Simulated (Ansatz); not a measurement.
# One shape, several levels: AlH2Br (SMILES [H][Al]([H])[Br])

Aim: a comparison of 6 runs (BHLYP/STO-3G, BLYP/STO-3G, CAM-B3LYP/STO-3G, UB3LYP/STO-3G, wB97X/STO-3G, FCI/STO-3G) of AlH2Br. 

The calculation is run with Ansatz 0.2.0.

51 further runs of the same task are left out: 2 that didn't finish, 49 set aside as unsound or not needed.

**1. The structure to begin with**

The species is AlH2Br (4 atoms), meant as a singlet with charge 0. SMILES: `[H][Al]([H])[Br]`. The H3–Al1 distance was set to 1.917 Å, away from the relaxed value.

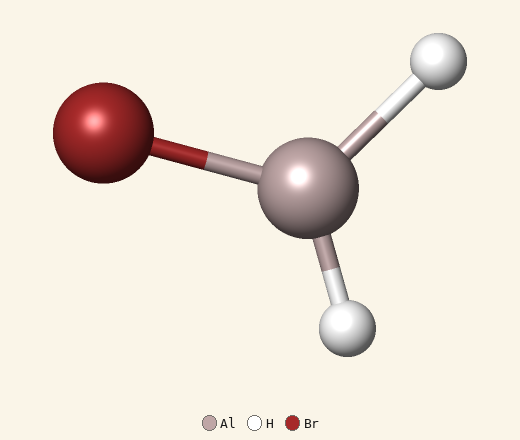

Viewed from a chosen angle; aluminium light grey, hydrogen white, bromine red.

**2. The energy at BHLYP/STO-3G (run 1)**

job.yaml reads:

```yaml
basis:
  gaussian:
    orbitals: STO-3G
crystal:
  periodic: [false, false, false]
  atoms:
    - {symbol: Al, position_ang: [0.267619, -0.194416, 0.006858]}
    - {symbol: H, position_ang: [1.801529, -0.196506, 0.017538]}
    - {symbol: H, position_ang: [-0.640600, 1.494120, -0.021230]}
    - {symbol: Br, position_ang: [-0.883571, -2.116406, 0.013678]}
hamiltonian:
  xc: {name: BHLYP}
accuracy: high
```

Command:

```bash
$ ansatz run job.yaml --threads 1 --pin off --max-ram 2610MiB --events-out events.jsonl --progress --plain --runs-dir runs
```

The log of the run:

```text
Warning: RAYON_NUM_THREADS=1 ignored (pool sized by the plan → 1); use --threads N
Functional definition: BHLYP
  name "BHLYP"
  parameter a = 0.5
  exchange = (1 - a)*b88_x + a*exact_x
  correlation = lyp_c
412 factors; integrals over basis functions are off by at most 2.0e-8 eV
mean field evaluation 1: about -75831.5106 eV, gradient 2.0e1 eV
mean field evaluation 2: about -75832.8628 eV, gradient 1.1e1 eV
mean field evaluation 4: about -75833.3982 eV, gradient 5.1e-2 eV
mean field evaluation 8: about -75833.3729 eV, gradient 5.1e-4 eV
mean field -75833.37288535 eV, -2786.8250518302 hartree, gradient 2.8e-8 eV, S^2 0.000000; 0 other end points of the search recorded, 0 dependent functions left out
reference -75833.37290378 eV, -2786.8250525074 hartree; 25, 25 occupied and 4, 4 virtual orbitals, 412 factors
Total energy: -75833.37290378 eV, -2786.8250525074 hartree
```

It took 1.3 s on 1 thread of Arm Neoverse V1, shared host; peak memory 0.097 GiB.

**3. The energy at BLYP/STO-3G (run 2)**

Edit job.yaml of step 2 so:

```diff
@@ -1,4 +1 @@
-basis:
-  gaussian:
-    orbitals: STO-3G
 crystal:
@@ -10,4 +7,7 @@
     - {symbol: Br, position_ang: [-0.883571, -2.116406, 0.013678]}
+basis:
+  gaussian:
+    orbitals: STO-3G
 hamiltonian:
-  xc: {name: BHLYP}
+  xc: {name: BLYP}
 accuracy: high
```

Command:

```bash
$ ansatz run job.yaml --threads 1 --pin off --max-ram 2610MiB --events-out events.jsonl --progress --plain --runs-dir runs
```

The log of the run:

```text
Warning: RAYON_NUM_THREADS=1 ignored (pool sized by the plan → 1); use --threads N
Functional definition: BLYP
  name "BLYP"
  parameter beta = 0.0042
  parameter a = 0.04918
  parameter b = 0.132
  parameter c = 0.2533
  parameter d = 0.349
  exchange = b88_x(beta = beta)
  correlation = lyp_c(a = a, b = b, c = c, d = d)
412 factors; integrals over basis functions are off by at most 2.0e-8 eV
mean field evaluation 1: about -75822.7472 eV, gradient 2.9e1 eV
mean field evaluation 2: about -75817.1149 eV, gradient 4.6e1 eV
mean field evaluation 4: about -75826.1318 eV, gradient 1.5e0 eV
mean field evaluation 8: about -75826.0975 eV, gradient 2.2e-2 eV
mean field evaluation 16: about -75826.0975 eV, gradient 2.3e-8 eV
mean field -75826.09746105 eV, -2786.5576849188 hartree, gradient 2.3e-8 eV, S^2 0.000000; 0 other end points of the search recorded, 0 dependent functions left out
reference -75826.09749766 eV, -2786.5576862640 hartree; 25, 25 occupied and 4, 4 virtual orbitals, 412 factors
Total energy: -75826.09749766 eV, -2786.5576862640 hartree
```

Wall time 1.3 s (1 thread of Arm Neoverse V1, shared host); peak memory 0.098 GiB.

Runs 3 to 5 aren't shown in full; the table further down has their settings and results.

**4. A single-point energy at FCI/STO-3G (run 6)**

molecule.yaml reads:

```yaml
crystal:
  periodic: [false, false, false]
  atoms:
    - {symbol: Al, position_ang: [0.267619, -0.194416, 0.006858]}
    - {symbol: H, position_ang: [1.801529, -0.196506, 0.017538]}
    - {symbol: H, position_ang: [-0.640600, 1.494120, -0.021230]}
    - {symbol: Br, position_ang: [-0.883571, -2.116406, 0.013678]}
basis:
  gaussian:
    orbitals: STO-3G
correlation:
  method: fci
  frozen_orbitals: {Al: 5, Br: 9, H: 0}
accuracy: high
```

Command:

```bash
$ ansatz run molecule.yaml --threads 1 --pin off --max-ram 2610MiB --events-out events.jsonl --progress --plain --runs-dir runs
```

The log of the run:

```text
Warning: RAYON_NUM_THREADS=1 ignored (pool sized by the plan → 1); use --threads N
Functional definition: HF
  name "HF"
  exchange = exact_x
  correlation = 0
412 factors; integrals over basis functions are off by at most 2.0e-8 eV
mean field evaluation 1: about -75777.9757 eV, gradient 1.7e1 eV
mean field evaluation 2: about -75777.9835 eV, gradient 1.7e1 eV
mean field evaluation 4: about -75779.4933 eV, gradient 7.9e-1 eV
mean field evaluation 8: about -75779.4965 eV, gradient 5.2e-6 eV
mean field -75779.49645872 eV, -2784.8451296705 hartree, gradient 9.6e-8 eV, S^2 0.000000; 0 other end points of the search recorded, 0 dependent functions left out
14 core orbitals not correlated: weight in the atoms' cores, before any rotation towards them, 0.999 or more for the frozen orbitals, at most 0.000 for the correlated occupied ones
reference -75779.49645872 eV, -2784.8451296705 hartree; 11, 11 occupied and 4, 4 virtual orbitals, 412 factors
state -75781.19623599 eV, -2784.9075953329 hartree
Total energy: -75781.19623599 eV, -2784.9075953329 hartree
```

Wall time 5.7 s (1 thread of Arm Neoverse V1, shared host); peak memory 0.2 GiB.

**5. Overview of the runs**

```csv
run,level,frozen core orbitals,energy (Eh),wall time
1,BHLYP/STO-3G,–,-2786.825053,1.3 s
2,BLYP/STO-3G,–,-2786.557686,1.3 s
3,CAM-B3LYP/STO-3G,–,-2786.757631,1.6 s
4,UB3LYP/STO-3G,–,-2786.708105,2.3 s
5,wB97X/STO-3G,–,-2786.771121,6.3 s
6,FCI/STO-3G,14,-2784.907595,5.7 s
```

**6. Outcome**

```
                                           quantity           value
                                run 6: total energy  -2784.90760 Eh
run 6: correlation energy (14 core orbitals frozen)       -62.5 mEh
```

**Reading.** Totals of different functionals can't be ranked against each other. In runs 1, 2, 3, 4, 5, 6 the basis is minimal, so the values are rough. All runs together took 19 s, the longest 6.3 s.
